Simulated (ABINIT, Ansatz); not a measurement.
# NdAl (Pm-3m): phonons by linear response

How does NdAl (Pm-3m) vibrate, and is this structure a minimum?

Program: ABINIT 10.8.3. Level of theory: DFT PBEsol, scalar-relativistic, plane waves, PseudoDojo norm-conserving, 4f in core pseudopotentials (the lanthanide files made for PBE). Results are calculated unless marked as measured.

## (1) The starting structure

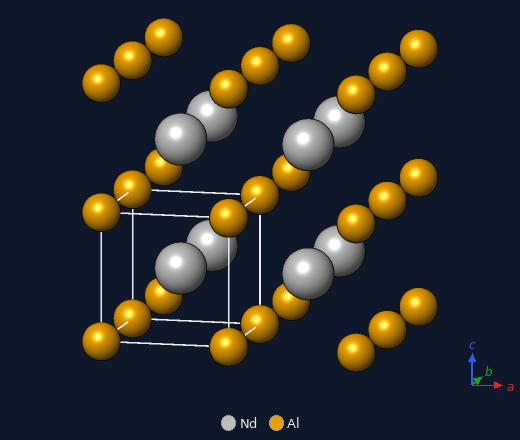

Start, viewed slightly off an axis; neodymium light grey, aluminium orange. 2×2×2 cells are drawn. Some periodic images of atoms are drawn too.

Coordinates:

```cif
data_structure
_symmetry_space_group_name_H-M 'Pm-3m'
_symmetry_Int_Tables_number 221
_cell_length_a 3.6776
_cell_length_b 3.6776
_cell_length_c 3.6776
_cell_angle_alpha 90.000
_cell_angle_beta 90.000
_cell_angle_gamma 90.000
_cell_volume 49.74
loop_
_atom_site_label
_atom_site_type_symbol
_atom_site_symmetry_multiplicity
_atom_site_Wyckoff_symbol
_atom_site_fract_x
_atom_site_fract_y
_atom_site_fract_z
_atom_site_occupancy
Nd1 Nd 1 b 0.50000 0.50000 0.50000 1
Al1 Al 1 a 0.00000 0.00000 0.00000 1
```

## (2) Relaxation

The harmonic expansion needs vanishing forces, and a free crystal bears no stress, so cell and atoms are brought to rest. Stress is more sensitive to the basis than forces are: the last 3 Ha under the cutoff are smoothed with ecutsm, and the cutoff is raised above that of the later runs.

The starting cell comes from a relaxation made beforehand in Ansatz (PBEsol, NC, 4f in core).

The input, relax.abi:

```
# relaxation
ionmov 2
optcell 2
dilatmx 1.08
ntime 40
tolmxf 1.0d-05
tolvrs 1.0d-14
prtwf 0
prtden 0
chksymtnons 0

# basis, mesh and filling
ecut 28.0
ecutsm 3.0
ixc -116133
ngkpt 10 10 10
nshiftk 1
shiftk 0.0 0.0 0.0
istwfk *1
occopt 6
tsmear 0.01
nband 13
nstep 100
diemac 1000000.0
prtebands 0
prtgsr 0
useylm 1

# cell and atoms
acell 3*1.0 Angstrom
rprim 
    3.677576875 0.0 0.0
    0.0 3.677576875 0.0
    0.0 0.0 3.677576875
ntypat 2
znucl 60 13
natom 2
typat 1 2
xred 
    0.5 0.5 0.5
    0.0 0.0 0.0
pp_dirpath "./pseudo"
pseudos "Nd.upf, Al.upf"
```

Started as:

```console
OMP_NUM_THREADS=1 mpirun -n 4 abinit relax.abi > relax.log
```

Numbers of over 12 decimals in the logs are rounded to 6 here.

relax.abo, the main output file:

```text
[banners, grids, parts of the stress and lines that vanish by symmetry left out]
- input  file    -> relax.abi
- output file    -> relax.abo
- root for input  files -> relaxi
[...]
Symmetries : space group Pm -3 m (#221); Bravais cP (primitive cubic)
[...]
mpw =        3028          nfft =       46656          nkpt =          56
[...]
== DATASET  1 ==================================================================
[...]
cutoff_energies: {ecut:  28.0, pawecutdg:  -1.0, }
[...]
ETOT  1  -40.465989308856    -4.047E+01 6.983E-02 4.527E+00
 ETOT  2  -40.487671516416    -2.168E-02 5.388E-02 2.683E-01
 ETOT  3  -40.487708761333    -3.724E-05 4.476E-03 7.493E-03
 ETOT  4  -40.487709881225    -1.120E-06 2.503E-03 8.909E-05
 ETOT  5  -40.487709892723    -1.150E-08 1.381E-03 4.212E-07
[...]
At SCF step    9       vres2   =  8.78E-16 < tolvrs=  1.00E-14 =>converged.
[...]
sigma(1 1)=  9.52355385E-07  sigma(3 2)=  0.00000000E+00
  sigma(2 2)=  9.52355385E-07  sigma(3 1)=  0.00000000E+00
  sigma(3 3)=  9.52355385E-07  sigma(2 1)=  0.00000000E+00
[...]
convergence: {deltae:  7.034E-13, res2:  8.783E-16, residm:  1.286E-04, diffor: null, }
etotal    :  -4.04877099E+01
[...]
ETOT  1  -40.487709882073    -4.049E+01 5.296E-05 2.268E-04
[...]
At SCF step    6       vres2   =  6.65E-15 < tolvrs=  1.00E-14 =>converged.
[...]
sigma(1 1)=  7.71962532E-07  sigma(3 2)=  0.00000000E+00
  sigma(2 2)=  7.71962532E-07  sigma(3 1)=  0.00000000E+00
  sigma(3 3)=  7.71962532E-07  sigma(2 1)=  0.00000000E+00
[...]
convergence: {deltae:  8.882E-13, res2:  6.652E-15, residm:  3.081E-05, diffor: null, }
etotal    :  -4.04877099E+01
[...]
ETOT  1  -40.487709314724    -4.049E+01 2.550E-05 4.150E-03
[...]
ETOT  6  -40.487709965176    -3.908E-13 1.210E-05 1.264E-13
 ETOT  7  -40.487709965175     8.882E-13 4.990E-06 6.235E-16
 At SCF step    7       vres2   =  6.24E-16 < tolvrs=  1.00E-14 =>converged.
[...]
sigma(1 1)= -3.58698756E-10  sigma(3 2)=  0.00000000E+00
  sigma(2 2)= -3.58698756E-10  sigma(3 1)=  0.00000000E+00
  sigma(3 3)= -3.58698758E-10  sigma(2 1)=  0.00000000E+00
[...]
convergence: {deltae:  8.882E-13, res2:  6.235E-16, residm:  4.990E-06, diffor: null, }
etotal    :  -4.04877100E+01
[...]
At Broyd/MD step   3, gradients are converged :
[...]
sigma(1 1)= -3.58698756E-10  sigma(3 2)=  0.00000000E+00
  sigma(2 2)= -3.58698756E-10  sigma(3 1)=  0.00000000E+00
  sigma(3 3)= -3.58698758E-10  sigma(2 1)=  0.00000000E+00
[...]
- sigma(1 1)= -1.05532818E-05  sigma(3 2)=  0.00000000E+00
- sigma(2 2)= -1.05532818E-05  sigma(3 1)=  0.00000000E+00
- sigma(3 3)= -1.05532818E-05  sigma(2 1)=  0.00000000E+00
[...]
fcart     -0.0000000000E+00 -0.0000000000E+00 -0.0000000000E+00
           strten     -3.5869875646E-10 -3.5869875646E-10 -3.5869875820E-10
================================================================================

[key lines of the parts left out:]
pressure_GPa:   1.0553E-05
Total energy (etotal) [Ha]= -4.04877099651748E+01
```

Elapsed: 31 s, on 4 MPI ranks of Arm Neoverse V2, shared host; 2.1 min of CPU time.

Little changed from the start: no atom moved by 0.005 Å and no cell edge by 0.1 %.

Numbers from this step:

```
volume per atom   : 24.86 Å³
pressure          : 1.06e-5 GPa
gap on the k-mesh : 0 eV
```

## (3) Self-consistent run for the response

The response is built on these wavefunctions, so the potential is converged far more tightly than an energy would need. Occupations are smeared.

The input, gs.abi:

```
# ground state
tolvrs 1.0d-16
prtden 1
prtwf 1

# basis, mesh and filling
ecut 22.0
ixc -116133
ngkpt 10 10 10
nshiftk 1
shiftk 0.0 0.0 0.0
istwfk *1
occopt 6
tsmear 0.01
nband 13
nstep 100
diemac 1000000.0
prtebands 0
prtgsr 0
useylm 1

# cell and atoms
acell 3*1.0 Angstrom
rprim 
    3.677022376 0.0 0.0
    0.0 3.677022376 0.0
    0.0 0.0 3.677022376
ntypat 2
znucl 60 13
natom 2
typat 1 2
xred 
    0.5 0.5 0.5
    0.0 0.0 0.0
pp_dirpath "./pseudo"
pseudos "Nd.upf, Al.upf"
```

Started as:

```console
OMP_NUM_THREADS=1 mpirun -n 4 abinit gs.abi > gs.log
```

gs.abo, the main output file:

```text
[banners, grids, parts of the stress and lines that vanish by symmetry left out]
- input  file    -> gs.abi
- output file    -> gs.abo
- root for input  files -> gsi
[...]
Symmetries : space group Pm -3 m (#221); Bravais cP (primitive cubic)
[...]
mpw =        1683          nfft =       27000          nkpt =          56
[...]
== DATASET  1 ==================================================================
[...]
cutoff_energies: {ecut:  22.0, pawecutdg:  -1.0, }
[...]
ETOT  1  -40.470406984067    -4.047E+01 6.776E-02 2.728E+00
 ETOT  2  -40.487656482518    -1.725E-02 2.426E-02 1.195E-01
 ETOT  3  -40.487685290708    -2.881E-05 2.254E-03 3.699E-03
 ETOT  4  -40.487686242857    -9.521E-07 2.730E-03 3.163E-05
 ETOT  5  -40.487686249958    -7.102E-09 3.060E-03 8.489E-08
[...]
ETOT  9  -40.487686249982     5.187E-13 1.908E-04 2.754E-16
 ETOT 10  -40.487686249982     5.045E-13 2.066E-04 1.777E-18
 At SCF step   10       vres2   =  1.78E-18 < tolvrs=  1.00E-16 =>converged.
[...]
sigma(1 1)=  8.44470682E-07  sigma(3 2)=  0.00000000E+00
  sigma(2 2)=  8.44470682E-07  sigma(3 1)=  0.00000000E+00
  sigma(3 3)=  8.44470682E-07  sigma(2 1)=  0.00000000E+00
[...]
convergence: {deltae:  5.045E-13, res2:  1.777E-18, residm:  2.066E-04, diffor: null, }
etotal    :  -4.04876862E+01
[...]
sigma(1 1)=  8.44470682E-07  sigma(3 2)=  0.00000000E+00
  sigma(2 2)=  8.44470682E-07  sigma(3 1)=  0.00000000E+00
  sigma(3 3)=  8.44470682E-07  sigma(2 1)=  0.00000000E+00
[...]
- sigma(1 1)=  2.48451852E-02  sigma(3 2)=  0.00000000E+00
- sigma(2 2)=  2.48451852E-02  sigma(3 1)=  0.00000000E+00
- sigma(3 3)=  2.48451852E-02  sigma(2 1)=  0.00000000E+00
[...]
fcart     -0.0000000000E+00 -0.0000000000E+00 -0.0000000000E+00
           strten      8.4447068201E-07  8.4447068201E-07  8.4447068201E-07
================================================================================

[key lines of the parts left out:]
pressure_GPa:  -2.4845E-02
```

It took 9.7 s on 4 MPI ranks.

Numbers from this step:

```
pressure : -0.02485 GPa
```

The cell stands at -0.025 GPa, close enough for phonons.

## (4) Zone-centre response

At q = 0 one unit cell holds all displacements. The response is solved for single atoms along the cell's directions, and symmetry skips those that follow from others. The crystal is treated as a metal, which screens a static field, so no field response is asked.

The input, dfpt_gamma.abi:

```

# common to the responses
getwfk_filepath "gso_WFK"
kptopt 2
nqpt 1
qpt 0.0 0.0 0.0
asr 0
chneut 0

# displacements
rfphon 1
rfatpol 1 2
rfdir 1 1 1
tolvrs 1.0d-10
prtwf 0

# basis, mesh and filling
ecut 22.0
ixc -116133
ngkpt 10 10 10
nshiftk 1
shiftk 0.0 0.0 0.0
istwfk *1
occopt 6
tsmear 0.01
nband 13
nstep 100
diemac 1000000.0
prtebands 0
prtgsr 0
useylm 1

# cell and atoms
acell 3*1.0 Angstrom
rprim 
    3.677022376 0.0 0.0
    0.0 3.677022376 0.0
    0.0 0.0 3.677022376
ntypat 2
znucl 60 13
natom 2
typat 1 2
xred 
    0.5 0.5 0.5
    0.0 0.0 0.0
pp_dirpath "./pseudo"
pseudos "Nd.upf, Al.upf"
```

Started as:

```console
OMP_NUM_THREADS=1 mpirun -n 4 abinit dfpt_gamma.abi > dfpt_gamma.log
```

dfpt_gamma.abo, the main output file:

```text
[banners, grids, parts of the stress and lines that vanish by symmetry left out]
- input  file    -> dfpt_gamma.abi
- output file    -> dfpt_gamma.abo
- root for input  files -> dfpt_gammai
- root for output files -> dfpt_gammao

 Symmetries : space group Pm -3 m (#221); Bravais cP (primitive cubic)
================================================================================
 Values of the parameters that define the memory need of the present run (RF).
     intxc =       0      iscf =       7    lmnmax =      25     lnmax =       7
     mgfft =      30  mpssoang =       4    mqgrid =    3001     natom =       2
  nloc_mem =       1    nspden =       1   nspinor =       1    nsppol =       1
      nsym =      48    n1xccc =    2501    ntypat =       2    occopt =       6
   xclevel =       2
-    mband =          13        mffmem =           1         mkmem =         126
-   mkqmem =         126        mk1mem =         126           mpw =        1683
      nfft =       27000          nkpt =         504
- my_mband =          13
================================================================================
================================================================================

--------------------------------------------------------------------------------
------------- Echo of variables that govern the present computation ------------
--------------------------------------------------------------------------------
-
- outvars: echo of selected default values
-   iomode0 =  0 , fftalg0 =312 , wfoptalg0 =  0
-
- outvars: echo of global parameters not present in the input file
-  max_nthreads =    1
-
 -outvars: echo values of preprocessed input variables
 [... echo left out ...]
================================================================================

 chkinp: Checking input parameters for consistency.

[...]
== DATASET  1 ==================================================================
-   mpi_nproc: 4, omp_nthreads: 1 (-1 if OMP is not activated)

--- !DatasetInfo
iteration_state: {dtset: 1, }
dimensions: {natom: 2, nkpt: 504, mband: 13, nsppol: 1, nspinor: 1, nspden: 1, mpw: 1683, }
cutoff_energies: {ecut:  22.0, pawecutdg:  -1.0, }
electrons: {nelect:   1.40000000E+01, charge:   0.00000000E+00, occopt:   6.00000000E+00, tsmear:   1.00000000E-02, }
meta: {optdriver: 1, rfphon: 1, }
...

 mkfilename: getwfk from: gso_WFK

 Real(R)+Recip(G) space primitive vectors, cartesian coordinates (Bohr,Bohr^-1):
 R(1)=  6.9485652  0.0000000  0.0000000  G(1)=  0.1439146  0.0000000  0.0000000
 R(2)=  0.0000000  6.9485652  0.0000000  G(2)=  0.0000000  0.1439146  0.0000000
 R(3)=  0.0000000  0.0000000  6.9485652  G(3)=  0.0000000  0.0000000  0.1439146
 Unit cell volume ucvol=  3.3549451E+02 bohr^3
 Angles (23,13,12)=  9.00000000E+01  9.00000000E+01  9.00000000E+01 degrees
 setup1 : take into account q-point for computing boxcut.

 getcut: wavevector=  0.0000  0.0000  0.0000  ngfft=  30  30  30
         ecut(hartree)=     22.000   => boxcut(ratio)=   2.04479

--- Pseudopotential description ------------------------------------------------
- pspini: atom type   1  psp file is ./pseudo/Nd.upf

- pspini: atom type   2  psp file is ./pseudo/Al.upf

   5.00734052E+02                                ecore*ucvol(ha*bohr**3)
--------------------------------------------------------------------------------

 ==>  initialize data related to q vector <==

 The list of irreducible perturbations for this q vector is:
    1)    idir= 1    ipert=   1
    2)    idir= 1    ipert=   2

[...]
The perturbation idir=   2  ipert=   1 is
 symmetric of a previously calculated perturbation.
 So, its SCF calculation is not needed.

 The perturbation idir=   3  ipert=   1 is
 symmetric of a previously calculated perturbation.
 So, its SCF calculation is not needed.

 The perturbation idir=   2  ipert=   2 is
 symmetric of a previously calculated perturbation.
 So, its SCF calculation is not needed.

 The perturbation idir=   3  ipert=   2 is
 symmetric of a previously calculated perturbation.
 So, its SCF calculation is not needed.

--------------------------------------------------------------------------------
 Perturbation wavevector (in red.coord.)   0.000000  0.000000  0.000000
 Perturbation : displacement of atom   1   along direction   1
 Found     8 symmetries that leave the perturbation invariant.

[...]
dfpt_looppert : total number of electrons, from k and k+q
  fully or partially occupied states are    1.400000E+01 and    1.400000E+01.
 Initialisation of the first-order wave-functions :
  ireadwf=   0

--- !BeginCycle
iteration_state: {dtset: 1, }
solver: {iscf: 7, nstep: 100, nline: 4, wfoptalg: 0, }
tolerances: {tolvrs: 1.00E-10, }
...

     iter   2DEtotal(Ha)        deltaE(Ha) residm    vres2
-ETOT  1   2.520984     -8.354E+02 2.569E+00 6.310E+02
 ETOT  2   1.785851     -7.351E-01 9.667E-02 1.037E+00
 ETOT  3   1.785132     -7.190E-04 8.795E-03 3.227E-02
 ETOT  4   1.785115     -1.725E-05 5.730E-04 1.342E-03
 ETOT  5   1.785114     -1.198E-06 3.405E-04 3.643E-05
[...]
At SCF step    8       vres2   =  6.44E-12 < tolvrs=  1.00E-10 =>converged.
[...]
Mean square residual over all n,k,spin=   83.572E-11; max=  81.557E-08

 Thirteen components of 2nd-order total energy (hartree) are
 1,2,3: 0th-order hamiltonian combined with 1st-order wavefunctions
     kin0=   5.09873367E+02 eigvalue=   6.61587340E+01  local=  -2.73094884E+02
 4,5,6: 1st-order hamiltonian combined with 1st and 0th-order wfs
 loc psp =  -1.04029426E+03  Hartree=   2.58280471E+02     xc=  -6.71621224E+01
 note that "loc psp" includes a xc core correction that could be resolved
 7,8,9: eventually, occupation + non-local contributions
    edocc=   1.29469935E+02     enl0=   2.12630968E+02   enl1=  -6.32018680E+02
 1-9 gives the relaxation energy (to be shifted if some occ is /=2.0)
   erelax=  -8.36156470E+02
 10,11,12 Non-relaxation  contributions : frozen-wavefunctions and Ewald
 fr.local=   5.01216982E+02 fr.nonlo=   3.16380651E+02  Ewald=   1.98933264E+01
 13,14 Frozen wf xc core corrections (1) and (2)
 frxc 1  =  -1.11321764E+02  frxc 2 =   1.11772388E+02
 Resulting in :
 2DEtotal=    0.1785113897E+01 Ha. Also 2DEtotal=    0.485754237372E+02 eV
    (2DErelax=   -8.3615646980E+02 Ha. 2DEnonrelax=    8.3794158370E+02 Ha)
    (  non-var. 2DEtotal :    1.7851146327E+00 Ha)

[...]
Perturbation wavevector (in red.coord.)   0.000000  0.000000  0.000000
 Perturbation : displacement of atom   2   along direction   1
 Found     8 symmetries that leave the perturbation invariant.

--------------------------------------------------------------------------------

--------------------------------------------------------------------------------

 dfpt_looppert : total number of electrons, from k and k+q
  fully or partially occupied states are    1.400000E+01 and    1.400000E+01.
 Initialisation of the first-order wave-functions :
  ireadwf=   0

--- !BeginCycle
iteration_state: {dtset: 1, }
solver: {iscf: 7, nstep: 100, nline: 4, wfoptalg: 0, }
tolerances: {tolvrs: 1.00E-10, }
...

     iter   2DEtotal(Ha)        deltaE(Ha) residm    vres2
-ETOT  1   2.091723     -2.734E+01 4.796E-01 5.319E+02
[...]
ETOT  7   1.783925     -1.832E-11 6.516E-07 3.000E-10
 ETOT  8   1.783925      4.619E-14 2.521E-08 3.705E-12

 At SCF step    8       vres2   =  3.71E-12 < tolvrs=  1.00E-10 =>converged.
[...]
Mean square residual over all n,k,spin=   32.299E-12; max=  25.209E-09

 Thirteen components of 2nd-order total energy (hartree) are
 1,2,3: 0th-order hamiltonian combined with 1st-order wavefunctions
     kin0=   2.23299808E+01 eigvalue=  -1.77103025E+00  local=  -1.51230390E+01
 4,5,6: 1st-order hamiltonian combined with 1st and 0th-order wfs
 loc psp =  -2.50482506E+00  Hartree=   5.56694977E+00     xc=  -2.36472624E+00
 note that "loc psp" includes a xc core correction that could be resolved
 7,8,9: eventually, occupation + non-local contributions
    edocc=   2.36049645E+00     enl0=   1.66498090E+01   enl1=  -5.27920561E+01
 1-9 gives the relaxation energy (to be shifted if some occ is /=2.0)
   erelax=  -2.76484406E+01
 10,11,12 Non-relaxation  contributions : frozen-wavefunctions and Ewald
 fr.local=  -2.14564107E+01 fr.nonlo=   3.18385773E+01  Ewald=   1.98933264E+01
 13,14 Frozen wf xc core corrections (1) and (2)
 frxc 1  =  -4.00481079E+00  frxc 2 =   3.16168368E+00
 Resulting in :
 2DEtotal=    0.1783925313E+01 Ha. Also 2DEtotal=    0.485430807186E+02 eV
    (2DErelax=   -2.7648440638E+01 Ha. 2DEnonrelax=    2.9432365951E+01 Ha)
    (  non-var. 2DEtotal :    1.7839253618E+00 Ha)

[...]
---- first-order wavefunction calculations are completed ----

 ==> Compute Derivative Database <==

 [... matrices left out ...]
  Phonon wavevector (reduced coordinates) :  0.00000  0.00000  0.00000
 Phonon energies in Hartree :
   8.849894E-06  8.849895E-06  8.849895E-06  9.443215E-04  9.443215E-04
   9.443215E-04
 Phonon frequencies in cm-1    :
-  1.942327E+00  1.942327E+00  1.942327E+00  2.072546E+02  2.072546E+02
-  2.072546E+02

== END DATASET(S) ==============================================================
================================================================================

 -outvars: echo values of variables after computation
            acell      1.8897261259E+00  1.8897261259E+00  1.8897261259E+00 Bohr
           etotal      1.7839253127E+00
            fcart      0.0000000000E+00  0.0000000000E+00  0.0000000000E+00
           strten      0.0000000000E+00  0.0000000000E+00  0.0000000000E+00
================================================================================
```

The job ended after 31 s (4 MPI ranks; 2 min of CPU time).

Numbers from this step:

- largest acoustic frequency at the zone centre before the sum rule: 1.94 cm⁻¹
- highest optical zone-centre mode (no LO-TO term): 207.2 cm⁻¹
- lowest optical zone-centre mode: 207.2 cm⁻¹

The acoustic modes at Γ come out as far as 1.9 cm⁻¹ from zero, where they should vanish, a small numerical error.

(Part 1 of 3 ends here.)

[Host names and launcher messages were left out of these logs when they were recorded.]

[Logs are printed without paths, hosts, clocks, repeated set-up lines and the standing remarks that a program may print on its own settings, such as how far it seeks lower states.]

[Hosts, paths, dates, database ids (printed as entryN), source tags and the programs' standing remarks are cut or masked in the printed files.]
